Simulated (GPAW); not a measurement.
Consider BaPbO3 (Pm-3m).

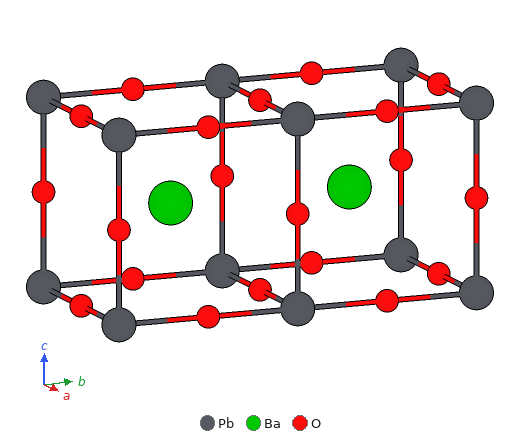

The structure (lead dark grey, barium green, oxygen red). 1×2×1 cells are drawn. Some periodic images of atoms are drawn too.

```cif
data_structure
_symmetry_space_group_name_H-M 'P 1'
_symmetry_Int_Tables_number 1
_cell_length_a 4.3622
_cell_length_b 4.3622
_cell_length_c 4.3622
_cell_angle_alpha 90.000
_cell_angle_beta 90.000
_cell_angle_gamma 90.000
_cell_volume 83.01
loop_
_atom_site_label
_atom_site_type_symbol
_atom_site_fract_x
_atom_site_fract_y
_atom_site_fract_z
_atom_site_occupancy
Pb1 Pb 0.00000 0.00000 0.00000 1
Ba2 Ba 0.50000 0.50000 0.50000 1
O3 O 0.50000 0.00000 0.00000 1
O4 O 0.00000 0.00000 0.50000 1
O5 O 0.00000 0.50000 0.00000 1
```

Absorber: atom 3, with 2 Pb at 2.18 Å (linear, site symmetry 4/mmm). Method: GPAW, LDA, excited-electron core hole (neutral cell), 10-atom cell with 6.2 Å between holes, 5×5×5 k points, dipole transitions, Gaussian full width 0.9 eV up to 4 eV, rising linearly to 3.5 eV at 25 eV, without spin-orbit coupling.

Question: Where do the maxima of the O K edge fall?

Main maxima up to 24 eV above the zero (height): 0.2 eV (1.00), 1.5 eV (0.90), 4.2 eV (2.47), 7.3 eV (1.62), 11.3 eV (0.89) and 15.1 eV (0.90). A K edge sees empty p states on the absorber. The total-energy difference is 532.34 eV. One term is added: -8.83 eV, since the hole is spin-paired here and a spin-polarised one costs that much less in the free atom (computed apart). The photon energy is then 523.51 eV. The functional leaves an error in such absolute values: in the free atom LDA prices this hole 4.1 eV below PBE (computed apart), and PBE is itself good to a few eV.

The O K spectrum (energy from the lowest empty level; intensity scaled to a mean of 1 over the first 20 eV):

```
E (eV)  intensity
  -2.0       0.00
  -0.5       0.26
   1.0       0.81
   2.5       0.44
   4.0       2.43
   5.5       1.27
   7.0       1.59
   8.5       1.47
  10.0       0.81
  11.5       0.87
  13.0       0.60
  14.5       0.84
  16.0       0.78
  17.5       0.54
  19.0       0.55
  20.5       0.69
  22.0       0.87
  23.5       1.03
  25.0       1.23
  26.5       1.43
  28.0       1.38
  29.5       1.09
  31.0       0.89
```

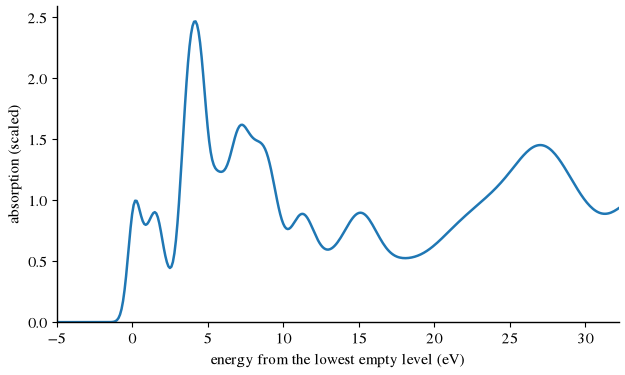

The O K edge.

The unit cell's mesh shows no gap over 0.35 eV. That is right for a metallic compound; for a small-gap or correlated insulator it would be the fault of the functional or of the assumed magnetic order, and the hole would be screened too well. The holes are only 6.2 Å apart, so the shape is probably not converged with cell size; no larger cell was run here. The mesh is coarse (0.29 Å⁻¹ between points), so small maxima may be mesh ripples. The structure is a computed Materials Project entry and may be a hypothetical form.

[Banner, clock and machine lines of the logs are left out without a mark of their own.]

[Logs are printed without paths, hosts, clocks, repeated set-up lines and the standing remarks that a program may print on its own settings, such as how far it seeks lower states.]

[Hosts, paths, dates, database ids (printed as entryN), source tags and the programs' standing remarks are cut or masked in the printed files.]

[Lists of maxima count a maximum above −3 eV only where it reaches 4 % of the highest in the window and stands out from its surroundings by 2 % of it (1.5 % where it reaches 55 %); shoulders and weaker maxima are passed over, and of the rest the first, up to two pre-edge ones and the few strongest are named.]
